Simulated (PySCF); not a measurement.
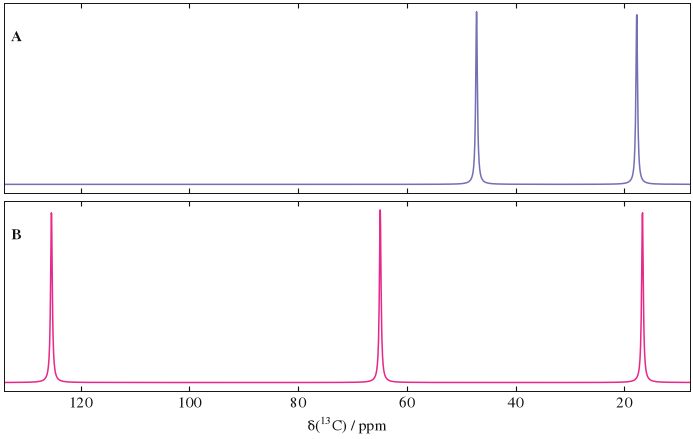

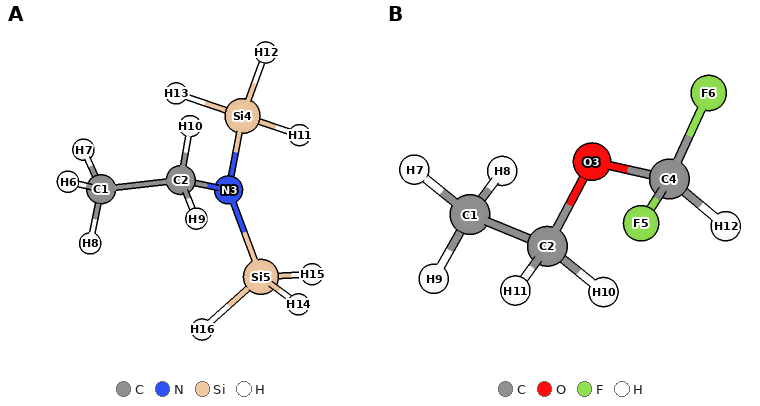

Related molecules: A is C₂H₁₁NSi₂, SMILES CCN([SiH3])[SiH3]; B is C₃H₆F₂O, SMILES CCOC(F)F. GIAO ¹³C shifts against TMS, ωB97X-D/pcSseg-2 in PySCF 2.14.0, at a PBE0-D3(BJ)/def2-SVP geometry (no frequency check); fully decoupled, line heights follow the number of nuclei within a panel, widths are arbitrary (no quadrupolar broadening); values of one conformer, averaged over nuclei that symmetry or rotation about single bonds exchange, these motions taken as fast; other conformers aren't averaged in.

> Assign the ¹³C signals of each molecule.

A: 47.2 (C2); 17.7 (C1)
B: 125.4 (C4); 64.9 (C2); 16.7 (C1)
